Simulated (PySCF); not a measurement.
**One shape, several levels: singlet [BCl2]+**

We compute a comparison of 6 runs (HF/STO-3G, HF/3-21G, B3LYP/6-31G*, B2PLYP/def2-TZVP, wB97M-V/def2-TZVP, SCS-MP2/def2-TZVP) of singlet [BCl2]+. The job is set up through a Python script.

The calculation is run with PySCF 2.14.0.

1 further run of the same task is left out (set aside as unsound or not needed).

### Step 1. The system as given

The species is [BCl2]+ (3 atoms), meant as a singlet with charge +1. As SMILES of the parent species, `Cl[B]Cl`. Geometry: relaxed at PBE0-D4/def2-TZVP. That shape belongs to the parent species and isn't relaxed for this state.

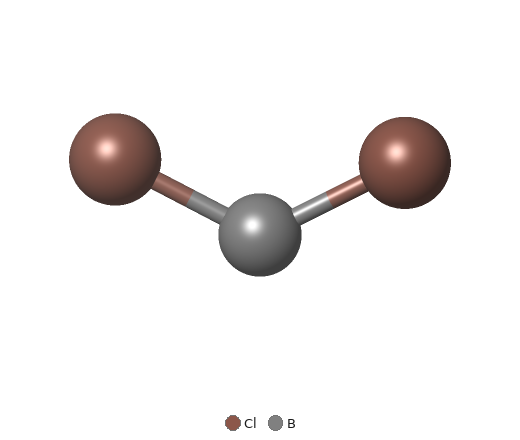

Viewed from a chosen angle; chlorine brown, boron grey.

### Step 2. A single-point energy at HF/STO-3G (run 1)

input.xyz

```xyz
3
BCl2
Cl     0.371500    -1.525600     0.030000
B     -0.463900    -0.050300    -0.256900
Cl     0.081500     1.511100     0.213700
```

calc.py

```python
from pyscf import gto

mol = gto.M(
    atom='input.xyz',
    verbose=4,
    max_memory=1860,
    basis='sto-3g',
    charge=1,
)

calc0 = mol.RHF()
calc0.conv_tol = 1e-10
calc0.kernel()
if not calc0.converged:
    calc0 = calc0.newton().run(calc0.mo_coeff, calc0.mo_occ)

etot = calc0.e_tot
print('E = %.10f Eh' % etot)
```

Launch:

```bash
OMP_NUM_THREADS=1 python calc.py
```

The program printed:

```text
PySCF version 2.14.0

[... 55 lines left out ...]
converged SCF energy = -933.23621521543
E = -933.2362152154 Eh
```

Wall time 1 s (1 thread of Intel Xeon at 2.70GHz, shared host); peak memory 0.12 GiB.

### Step 3. A single-point energy at HF/3-21G (run 2)

run.py

```python
from pyscf import gto, scf

system = gto.Mole()
system.atom = 'Cl 0.371500 -1.525600 0.030000; B -0.463900 -0.050300 -0.256900; Cl 0.081500 1.511100 0.213700'
system.max_memory = 1860
system.basis = '3-21g'
system.charge = 1
system.verbose = 4
system.build()

mf = scf.RHF(system)
mf.conv_tol = 1e-10
mf.kernel()
if not mf.converged:
    mf = mf.newton().run(mf.mo_coeff, mf.mo_occ)

etot = mf.e_tot
print(f'total energy: {etot:.8f} hartree')
```

Launch:

```bash
OMP_NUM_THREADS=1 python run.py
```

The program printed:

```text
PySCF version 2.14.0

[... 57 lines left out ...]
converged SCF energy = -938.789646899512
total energy: -938.78964690 hartree
```

Wall time 0.82 s (1 thread of Intel Xeon at 2.70GHz, shared host); peak memory 0.1 GiB.

Runs 3 to 4 aren't shown in full; the table further down has their settings and results.

### Step 4. The energy at wB97M-V/def2-TZVP (run 5)

input.py

```python
from pyscf import gto, dft

system = gto.M(
    atom=[
    ('Cl', (0.371500, -1.525600, 0.030000)),
    ('B', (-0.463900, -0.050300, -0.256900)),
    ('Cl', (0.081500, 1.511100, 0.213700)),
],
    spin=0,
    charge=1,
    verbose=3,
    max_memory=1860,
    basis='def2-tzvp',
)

mf = dft.RKS(system)
mf.xc = 'wb97m-v'
mf.grids.level = 5
mf.conv_tol = 1e-10
mf.nlcgrids.level = 1
mf.kernel()
if not mf.converged:
    mf = mf.newton().run(mf.mo_coeff, mf.mo_occ)

e_tot = mf.e_tot
print('E(%s) = %.9f' % ('WB97M-V', e_tot))
```

Launch:

```bash
OMP_NUM_THREADS=1 python input.py
```

The program printed:

```text
converged SCF energy = -944.913077457416
E(WB97M-V) = -944.913077457
```

Run time: 53 s. Hardware: 1 thread of Intel Xeon at 2.70GHz, shared host; peak memory 0.58 GiB.

### Step 5. The energy at SCS-MP2/def2-TZVP (run 6)

job.py

```python
from pyscf import gto, mp

mol = gto.Mole()
mol.atom = '''
Cl   0.371500  -1.525600   0.030000
B   -0.463900  -0.050300  -0.256900
Cl   0.081500   1.511100   0.213700
'''
mol.basis = 'def2-tzvp'
mol.max_memory = 1860
mol.spin = 0
mol.charge = 1
mol.verbose = 3
mol.build()

mf = mol.RHF()
mf.conv_tol = 1e-10
mf.kernel()
if not mf.converged:
    mf = mf.newton().run(mf.mo_coeff, mf.mo_occ)

pt = mp.MP2(mf, frozen=11).run()
e_final = mf.e_tot + 1.2 * pt.e_corr_os + pt.e_corr_ss / 3
print('E = %.10f Eh' % e_final)
```

Launch:

```bash
OMP_NUM_THREADS=1 python job.py
```

The program printed:

```text
converged SCF energy = -943.413358257017
E(RMP2) = -943.857752101016  E_corr = -0.444393843998726
E(SCS-RMP2) = -943.848877160376  E_corr = -0.435518903358852
E = -943.8488771604 Eh
```

Wall time 4.2 s (1 thread of Intel Xeon at 2.70GHz, shared host); peak memory 0.26 GiB.

### Step 6. The series

```
run                               level  integration grid  frozen core orbitals  energy (Eh)  HOMO energy (eV)  LUMO energy (eV)  HOMO–LUMO gap (eV)  wall time
  1                           HF/STO-3G                 –                     –  -933.236215            -19.39             -6.78               12.60        1 s
  2                            HF/3-21G                 –                     –  -938.789647            -19.97             -8.18               11.79     0.82 s
  3  B3LYP/6-31G* (spherical functions)                 5                     –  -944.914460            -16.08            -11.34                4.73      7.8 s
  4                    B2PLYP/def2-TZVP                 5                    11  -944.681970            -17.41             -9.72                7.70       14 s
  5                   wB97M-V/def2-TZVP                 5                     –  -944.913077            -18.45             -8.87                9.59       53 s
  6                   SCS-MP2/def2-TZVP                 –                    11  -943.848877            -19.44             -7.46               11.99      4.2 s
```

### Step 7. What came out

| quantity | value |
| --- | --- |
| run 6: total energy | -943.84888 Eh |
| run 6: HOMO energy (Hartree–Fock orbitals) | -19.44 eV |
| run 6: LUMO energy (Hartree–Fock orbitals) | -7.46 eV |
| run 6: HOMO–LUMO gap (Hartree–Fock orbitals) | 11.99 eV |
| run 6: correlation energy (11 core orbitals frozen) | -435.5 mEh |

What this shows: Over runs 1, 2, 3, 4, 5 the HOMO–LUMO gap runs from 4.73 eV (B3LYP/6-31G*) to 12.60 eV (HF/STO-3G). The two ends differ in method and basis. Totals of different functionals can't be ranked against each other. In run 1 the basis is minimal, so the values are rough. All runs together took 80 s, the longest 53 s.
